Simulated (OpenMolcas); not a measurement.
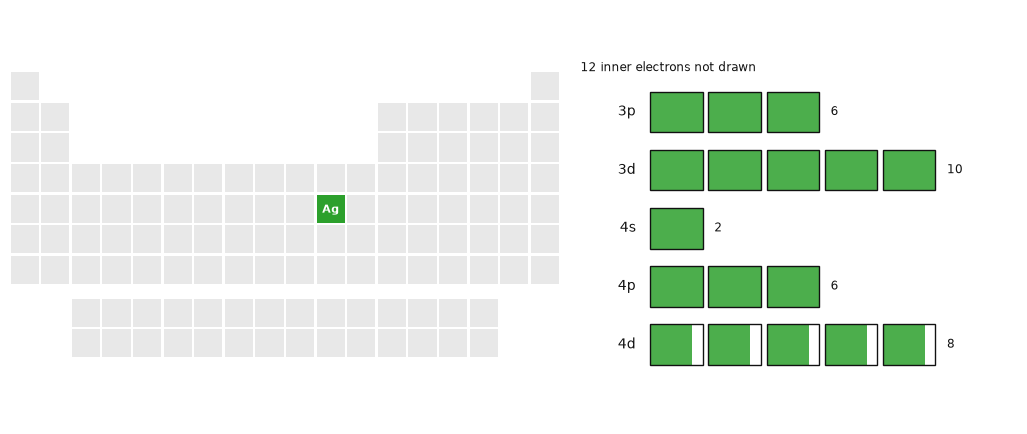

Figure 1. Left, the place of silver in the periodic table; right, the outer shells of the leading configuration of the lowest level: a box for each of the 2l + 1 orbitals, shaded by the share of the shell that is filled, with the electron count at the right.

**Multiconfigurational calculation for Ag³⁺ complex**

System: Ag³⁺ with 6 ligands (F; tetragonal octahedron, 2.06 Å), neutralised by 6 outer point charges of +0.5 e, whose field is part of the energies.
Method: state-averaged CASSCF, active space 8 electrons in the shell 4d, basis ANO-RCC-VDZP on the metal and ANO-RCC-VDZP on the ligands, DKH2 scalar Hamiltonian, spin-orbit coupling by RASSI with atomic mean-field integrals (OpenMolcas).

### Input file
```
&GATEWAY
Coord
7

Ag 0.0 0.0 0.0
F 2.060000 0.000000 0.000000
F 0.000000 2.060000 0.000000
F -2.060000 0.000000 0.000000
F 0.000000 -2.060000 0.000000
F 0.000000 0.000000 1.957000
F 0.000000 0.000000 -1.957000
Basis=Ag.ANO-RCC-VDZP,F.ANO-RCC-VDZP
Group=XYZ
NoMove
AngMom=0.0 0.0 0.0
AMFI
RICD
XField
3 Angstrom 0
4.660000 0.000000 0.000000 0.500000
0.000000 4.660000 0.000000 0.500000
0.000000 0.000000 4.557000 0.500000
&SEWARD
&RASSCF
FileOrb=start.orb
Symmetry=1
Spin=3
nActEl=8 0 0
Inactive=24 24
Ras2=5 0
CIRoot=10 10 1
SDav=10
CIMx=300
Iter=150 100
PrWF=0.3
OrbListing=Nothing
MaxOrb=0
LevShft=1.0
>>> COPY $Project.JobIph JOB001
&RASSCF
FileOrb=start.orb
Symmetry=1
Spin=1
nActEl=8 0 0
Inactive=24 24
Ras2=5 0
CIRoot=15 15 1
SDav=15
CIMx=300
Iter=150 100
PrWF=0.3
OrbListing=Nothing
MaxOrb=0
LevShft=1.0
>>> COPY $Project.JobIph JOB002
&RASSI
NrOfJobIphs=2 10 15
1 2 3 4 5 6 7 8 9 10
1 2 3 4 5 6 7 8 9 10 11 12 13 14 15
IphNames
JOB001
JOB002
EJob
SpinOrbit
DIPRint=1.0
SOCoupling=1000.0
Subsets=2
Property=9
'ANGMOM' 1 'ANGMOM' 2 'ANGMOM' 3 'MLTPL  1' 1 'MLTPL  1' 2 'MLTPL  1' 3
'AMFI' 1 'AMFI' 2 'AMFI' 3
SOProperty=3
'ANGMOM' 1 'ANGMOM' 2 'ANGMOM' 3
```

The file start.orb holds starting orbitals from an earlier step. A driver script formed the levels outside the program, from RASSI's spin-orbit matrix and the active-space energies, averaged over the components of each term or state.

Hardware: 1 thread of Arm Neoverse V1, 24 GiB of memory available, shared host.

Run as:
```bash
OMP_NUM_THREADS=1 MOLCAS_MEM=2457 MOLCAS_PROJECT=a pymolcas a.inp > a.log  # once for each step of the input, in one work folder
```

### Log (extracts)
```
--- SEWARD ---
Basis set label: AG.ANO-RCC...6S5P3D1F.

      Electronic valence basis set:
      ------------------
      Associated Effective Charge  47.000000 au
      Associated Actual Charge     47.000000 au
      Nuclear Model: Point charge

      Shell  nPrim  nBasis  Cartesian Spherical Contaminant
         s      21       6        X
         p      18       5        X
         d      13       3                 X
         f       6       1                 X
                  Relativistic Douglas-Kroll-Hess integrals:
                    - DKH order of Hamiltonian: 2
                    - DKH order of Properties : 0
                  Atomic mean-field integrals
--- RASSCF ---
Wave function specifications:
      -----------------------------

      Number of closed shell electrons          96
      Number of electrons in active shells       8
      Max number of holes in RAS1 space          0
      Max nr of electrons in RAS3 space          0
      Number of inactive orbitals               48
      Number of active orbitals                  5
      Number of secondary orbitals              74
      Spin quantum number                      1.0
      State symmetry                             1
Orbital specifications:
      -----------------------

      Symmetry species                           1   2
                                                ag  au
      Frozen orbitals                            0   0
      Inactive orbitals                         24  24
      Active orbitals                            5   0
      RAS1 orbitals                              0   0
      RAS2 orbitals                              5   0
      RAS3 orbitals                              0   0
      Secondary orbitals                        34  40
      Deleted orbitals                           0   0
      Number of basis functions                 63  64
      Number of CSFs                            10
      Number of root(s) required                10
      Iter CI   SX   CI       RASSCF       Energy    max ROT     max BLB   max BLB  Level Ln srch  Step   QN
          iter iter root      energy       change     param      element    value   shift minimum  type update
 Nr of preliminary CI iterations:   1
      Total energies have been shifted. Add                -5000.00 au
        1   1   10    0  -908.78192979    0.00E+00  -8.33E-02   27  33 1  4.84E-01*  1.57   0.00    SX    NO
        2   1   10    0  -909.65065113   -8.69E-01* -9.47E-02   12  39 2 -1.19E-01*  1.24   0.00    SX    NO
        3   1    9    0  -909.78220226   -1.32E-01* -6.33E-02   21  56 2  4.29E-02*  1.10   0.00    SX    NO
        4   1    9    0  -909.80582446   -2.36E-02* -4.09E-02   12  36 1 -2.38E-02*  1.06   0.00    SX    NO
        5   1    9    0  -909.81422582   -8.40E-03* -4.86E-02   12  36 1 -1.44E-02*  1.03   2.50    LS   YES
        6   1    9    0  -909.81918928   -4.96E-03* -2.50E-02   27  33 1 -1.21E-02*  1.00   1.39    QN   YES
        7   1    8    0  -909.82055722   -1.37E-03* -1.48E-02   16  46 1 -6.12E-03*  0.99   1.63    LS   YES
        8   1    8    0  -909.82079725   -2.40E-04*  3.15E-03   16  46 1 -7.11E-03*  0.99   1.07    QN   YES
        9   1    8    0  -909.82107205   -2.75E-04*  2.33E-03   12  32 2 -2.86E-03*  0.99   1.75    LS   YES
       10   1    8    0  -909.82113399   -6.19E-05* -1.14E-03    7  35 2  2.94E-03*  0.99   1.01    QN   YES
       11   1    7    0  -909.82116006   -2.61E-05* -1.06E-03   12  30 1 -9.22E-04*  0.99   1.93    LS   YES
       12   1    7    0  -909.82116796   -7.91E-06*  1.17E-03    8  35 1 -1.35E-03*  0.99   1.01    QN   YES
       13   1    7    0  -909.82117214   -4.18E-06*  7.45E-04   28  40 1  3.35E-04*  0.99   1.33    QN   YES
       14   1    6    0  -909.82117337   -1.23E-06* -4.10E-04    6  33 1  1.89E-04*  0.99   1.43    QN   YES
       15   1    6    0  -909.82117372   -3.43E-07* -2.21E-04    8  35 1  9.44E-05   0.99   1.36    QN   YES
       16   1    6    0  -909.82117380   -8.60E-08* -9.82E-05   28  40 1 -4.54E-05   0.99   1.44    QN   YES
       17   1    5    0  -909.82117383   -2.43E-08*  3.84E-05   28  40 1 -2.20E-05   0.99   1.32    QN   YES
       18   1    5    0  -909.82117383   -4.49E-09   1.72E-05    6  33 1 -8.57E-06   0.99   1.34    QN   YES
      Convergence after 18 iterations
       19   1    5    0  -909.82117383   -9.26E-10   1.72E-05   22  32 2  4.03E-06   0.99   1.34    QN   YES
      Natural orbitals and occupation numbers for root  1
      sym 1:   1.000000   1.000000   2.000000   2.000000   2.000000
      Natural orbitals and occupation numbers for root  2
      sym 1:   1.000000   2.000000   1.000000   2.000000   2.000000
      Natural orbitals and occupation numbers for root  3
      sym 1:   1.995711   1.004289   2.000000   1.004289   1.995711
::    RASSCF root number  1 Total energy:  -5909.93473665
::    RASSCF root number  2 Total energy:  -5909.86241263
::    RASSCF root number  3 Total energy:  -5909.85342099
::    RASSCF root number  4 Total energy:  -5909.85342099
::    RASSCF root number  5 Total energy:  -5909.82212303
::    RASSCF root number  6 Total energy:  -5909.82212303
::    RASSCF root number  7 Total energy:  -5909.80677195
::    RASSCF root number  8 Total energy:  -5909.75272894
::    RASSCF root number  9 Total energy:  -5909.75200005
::    RASSCF root number 10 Total energy:  -5909.75200005
--- RASSCF ---
Wave function specifications:
      -----------------------------

      Number of closed shell electrons          96
      Number of electrons in active shells       8
      Max number of holes in RAS1 space          0
      Max nr of electrons in RAS3 space          0
      Number of inactive orbitals               48
      Number of active orbitals                  5
      Number of secondary orbitals              74
      Spin quantum number                      0.0
      State symmetry                             1
Orbital specifications:
      -----------------------

      Symmetry species                           1   2
                                                ag  au
      Frozen orbitals                            0   0
      Inactive orbitals                         24  24
      Active orbitals                            5   0
      RAS1 orbitals                              0   0
      RAS2 orbitals                              5   0
      RAS3 orbitals                              0   0
      Secondary orbitals                        34  40
      Deleted orbitals                           0   0
      Number of basis functions                 63  64
      Number of CSFs                            15
      Number of root(s) required                15
      Iter CI   SX   CI       RASSCF       Energy    max ROT     max BLB   max BLB  Level Ln srch  Step   QN
          iter iter root      energy       change     param      element    value   shift minimum  type update
 Nr of preliminary CI iterations:   1
      Total energies have been shifted. Add                -5000.00 au
        1   1    8    0  -909.76397044    0.00E+00   1.46E-02   28  34 1 -7.37E-03*  1.01   0.00    SX    NO
        2   1    8    0  -909.76474701   -7.77E-04*  1.14E-02   28  34 1 -5.11E-03*  1.01   0.00    SX    NO
        3   1    8    0  -909.76519518   -4.48E-04* -9.05E-03   20  28 1 -4.01E-03*  1.00   0.00    SX    NO
        4   1    8    0  -909.76546679   -2.72E-04* -7.20E-03   20  28 1 -3.20E-03*  1.00   0.00    SX    NO
        5   1    8    0  -909.76563458   -1.68E-04* -1.04E-02   20  28 1 -2.56E-03*  1.00   2.50    LS   YES
        6   1    8    0  -909.76580675   -1.72E-04* -1.47E-02   20  28 1 -1.62E-03*  0.99   2.50    LS   YES
        7   1    7    0  -909.76590990   -1.03E-04* -2.38E-03   18  30 1 -1.22E-03*  0.99   1.12    QN   YES
        8   1    7    0  -909.76591772   -7.82E-06* -2.25E-03   18  30 1 -7.63E-04*  0.99   1.95    LS   YES
        9   1    7    0  -909.76592017   -2.45E-06* -1.08E-03   28  34 1  7.19E-04*  0.99   1.01    QN   YES
       10   1    7    0  -909.76592304   -2.88E-06* -6.91E-04   28  34 1  1.47E-04*  0.99   1.64    LS   YES
       11   1    7    0  -909.76592356   -5.20E-07*  2.41E-04   10  37 2  2.21E-04*  0.99   1.00    QN   YES
       12   1    6    0  -909.76592375   -1.87E-07*  1.66E-04   18  33 2  9.94E-05   0.99   1.29    QN   YES
       13   1    6    0  -909.76592382   -6.62E-08*  1.34E-04   12  35 2 -4.40E-05   0.99   1.54    QN   YES
       14   1    5    0  -909.76592383   -1.58E-08* -4.51E-05   28  41 1 -1.38E-05   0.99   1.22    QN   YES
       15   1    5    0  -909.76592384   -2.72E-09  -3.64E-05   18  36 1  8.71E-06   0.99   1.87    QN   YES
      Convergence after 15 iterations
       16   1    5    0  -909.76592384   -1.47E-09  -3.64E-05   18  36 1  7.87E-06   0.99   1.87    QN   YES
      Natural orbitals and occupation numbers for root  1
      sym 1:   1.986304   1.999518   0.330975   1.999518   1.683685
      Natural orbitals and occupation numbers for root  2
      sym 1:   1.995995   1.995995   1.004005   2.000000   1.004005
      Natural orbitals and occupation numbers for root  3
      sym 1:   1.982137   1.957655   1.715135   1.957655   0.387418
::    RASSCF root number  1 Total energy:  -5909.88733254
::    RASSCF root number  2 Total energy:  -5909.87786550
::    RASSCF root number  3 Total energy:  -5909.82410841
::    RASSCF root number  4 Total energy:  -5909.80833703
::    RASSCF root number  5 Total energy:  -5909.80395211
::    RASSCF root number  6 Total energy:  -5909.80395211
::    RASSCF root number  7 Total energy:  -5909.78390814
::    RASSCF root number  8 Total energy:  -5909.78390814
::    RASSCF root number  9 Total energy:  -5909.76697861
::    RASSCF root number 10 Total energy:  -5909.70993404
::    RASSCF root number 11 Total energy:  -5909.70938593
::    RASSCF root number 12 Total energy:  -5909.70492522
::    RASSCF root number 13 Total energy:  -5909.70492522
::    RASSCF root number 14 Total energy:  -5909.70145107
::    RASSCF root number 15 Total energy:  -5909.61789351
--- RASSI ---
SPIN-FREE ENERGIES:
  (Shifted by EMIN (a.u.) =      -5909.9347366547)

 SF State       Relative EMIN(au)   Rel lowest level(eV)    D:o, cm**(-1)

     1             0.0000000000        0.0000000000              0.0000
    11             0.0474041146        1.2899316734          10404.0006
    12             0.0568711583        1.5475430556          12481.7765
     2             0.0723240203        1.9680368517          15873.2877
     4             0.0813156621        2.2127118888          17846.7250
     3             0.0813156621        2.2127118888          17846.7250
    13             0.1106282462        3.0103479375          24280.0936
     5             0.1126136270        3.0643728998          24715.8343
     6             0.1126136270        3.0643728998          24715.8343
    14             0.1263996280        3.4395090989          27741.5118
     7             0.1279647037        3.4820969778          28085.0062
    15             0.1307845487        3.5588288694          28703.8906
    16             0.1307845487        3.5588288694          28703.8906
    17             0.1508285147        4.1042529713          33103.0327
    18             0.1508285147        4.1042529713          33103.0327
    19             0.1677580470        4.5649290118          36818.6355
     8             0.1820077195        4.9526823542          39946.0771
     9             0.1827366065        4.9725163809          40106.0493
    10             0.1827366065        4.9725163809          40106.0493
    20             0.2248026156        6.1171908014          49338.4712
    21             0.2253507226        6.1321055530          49458.7668
    22             0.2298114303        6.2534875948          50437.7790
    23             0.2298114303        6.2534875948          50437.7790
    24             0.2332855838        6.3480241268          51200.2675
    25             0.3168431492        8.6217413111          69539.0334
     Dipole printing threshold changed to   1.00000000E+00
Eigenvalues of complex Hamiltonian:
   -----------------------------------
  (Shifted by EMIN (a.u.) =      -5909.9347366547)

 SO State       Relative EMIN(au)   Rel lowest level(eV)    D:o, cm**(-1)

     1            -0.0019133086        0.0000000000              0.0000
     2            -0.0019133086        0.0000000000              0.0000
     3            -0.0018503861        0.0017122097             13.8099
     4             0.0437754518        1.2432545065          10027.5238
     5             0.0520735883        1.4690583041          11848.7543
     6             0.0700561642        1.9583891224          15795.4735
     7             0.0700561642        1.9583891224          15795.4735
     8             0.0703590343        1.9666306389          15861.9458
     9             0.0797131518        2.2211691443          17914.9373
    10             0.0806757790        2.2473635633          18126.2096
    11             0.0810513982        2.2575846839          18208.6485
    12             0.0818196417        2.2784896539          18377.2584
    13             0.0818196417        2.2784896539          18377.2584
    14             0.0826679578        2.3015735100          18563.4423
    15             0.1014257000        2.8119976792          22680.2908
    16             0.1084968511        3.0044135016          24232.2291
    17             0.1124853917        3.1129472216          25107.6126
    18             0.1124853917        3.1129472215          25107.6126
    19             0.1142920366        3.1621085328          25504.1253
    20             0.1170781495        3.2379225274          26115.6064
    21             0.1190436028        3.2914052354          26546.9735
    22             0.1253742489        3.4636708927          27936.3898
    23             0.1275154764        3.5219366623          28406.3349
    24             0.1275154764        3.5219366624          28406.3349
    25             0.1304735642        3.6024303314          29055.5601
    26             0.1304735642        3.6024303311          29055.5601
    27             0.1317099237        3.6360733857          29326.9097
    28             0.1503918521        4.1444345555          33427.1190
    29             0.1503918521        4.1444345552          33427.1190
    30             0.1676817247        4.6149159579          37221.8074
    31             0.1810798307        4.9794969959          40162.3518
    32             0.1826724420        5.0228341574          40511.8896
    33             0.1826724420        5.0228341575          40511.8896
    34             0.1834525507        5.0440619948          40683.1036
    35             0.1837931670        5.0533306361          40757.8603
    36             0.1845242605        5.0732247043          40918.3168
    37             0.1853963588        5.0969557072          41109.7202
    38             0.1856626429        5.1042016680          41168.1628
    39             0.1856626429        5.1042016679          41168.1628
    40             0.2262736533        6.2092835582          50081.2494
    41             0.2266603903        6.2198072066          50166.1283
Weights of the five most important spin-orbit-free states for each spin-orbit state.

 SO State  Total energy (au)           Spin-free states, spin, and weights
 -------------------------------------------------------------------------------------------------------
    1        -0.001913       1 1.0  0.9791    2 1.0  0.0104    4 1.0  0.0073   15 0.0  0.0020   18 0.0  0.0006
    2        -0.001913       1 1.0  0.9791    2 1.0  0.0104    3 1.0  0.0073   16 0.0  0.0020   17 0.0  0.0006
    3        -0.001850       1 1.0  0.9807    4 1.0  0.0078    3 1.0  0.0078   14 0.0  0.0031    5 1.0  0.0002
    4         0.043775      11 0.0  0.9230    3 1.0  0.0353    4 1.0  0.0353    6 1.0  0.0021    5 1.0  0.0021
    5         0.052074      12 0.0  0.8406    2 1.0  0.1296    4 1.0  0.0076    3 1.0  0.0076    6 1.0  0.0060
    6         0.070056       2 1.0  0.8357    3 1.0  0.1244    5 1.0  0.0114    4 1.0  0.0102   16 0.0  0.0059
    7         0.070056       2 1.0  0.8357    4 1.0  0.1244    6 1.0  0.0114    3 1.0  0.0102   15 0.0  0.0059
    8         0.070359       2 1.0  0.6190   12 0.0  0.1172    3 1.0  0.1002    4 1.0  0.1002    6 1.0  0.0302
    9         0.079713       3 1.0  0.4740    4 1.0  0.4740   14 0.0  0.0132    1 1.0  0.0130    6 1.0  0.0108
   10         0.080676       4 1.0  0.4759    3 1.0  0.4759    5 1.0  0.0212    6 1.0  0.0212   19 0.0  0.0031
   11         0.081051       3 1.0  0.4223    4 1.0  0.4223   11 0.0  0.0556    7 1.0  0.0361    5 1.0  0.0283
   12         0.081820       4 1.0  0.8292    2 1.0  0.1285    7 1.0  0.0173    1 1.0  0.0132   18 0.0  0.0042
```

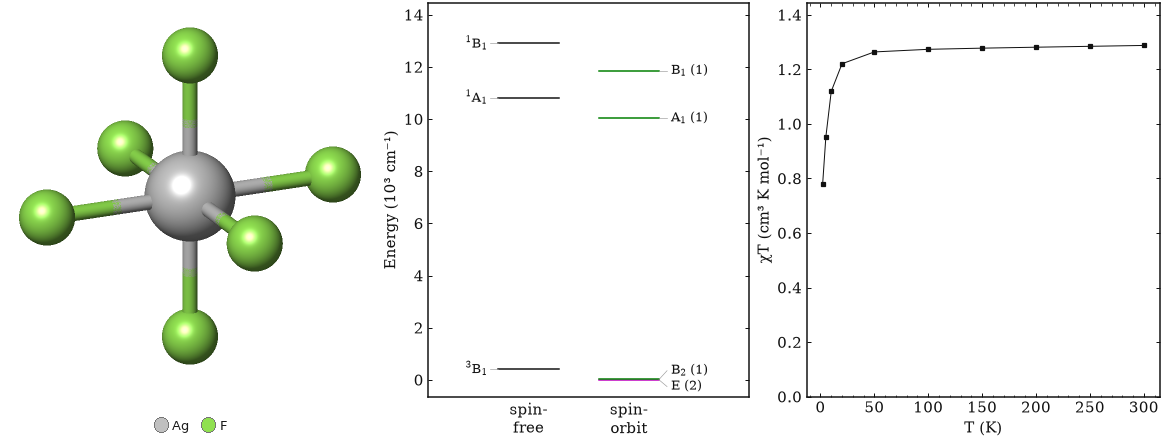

Figure 2. Ag³⁺ (4d⁸) with 6 ligands, F⁻, at 2.06 Å (arrangement: tetragonal octahedron, D4h), axial distortion 0.95, neutralised by outer point charges of +0.5 e, and its levels and susceptibility. Labels give the representation in O, Td, D4 or D3 as the site allows (double group for half-integer spin) where it could be assigned and, in brackets, the degeneracy; spin-free states, where drawn, share the zero of the spin-orbit levels. Powder susceptibility by Van Vleck's formula. The ground level is E, doubly degenerate, 100 % from states of spin multiplicity 3. Its principal g values are 0.00, 0.00 and 4.57, easy-axis. The next level lies at 14 cm⁻¹ (B₂). The lowest spin-free state is ³B₁. χT is 0.778 cm³ K mol⁻¹ at 2 K and 1.29 at 300 K, an effective moment of 3.21 μB. The active orbitals hold 74 to 92 % metal character (Löwdin), and the Mulliken charge of the metal is +1.95.

### Results in brief

| quantity | value |
| --- | --- |
| outcome | converged |
| energy of the lowest spin-free term | −5909.93474 hartree |
| energy of the lowest spin-orbit level | −5909.93665 hartree |
| largest spread among components of a term | 0.0 cm⁻¹ |
| wall time | 19 s |
| peak memory | 0.38 GiB |

### Remarks

Without dynamic correlation the splittings between terms come out too large, often by 20 to 50 %. Caveats: covalent bonds, ligand orbitals missing from the active space; distances are set from ionic radii, not optimised.
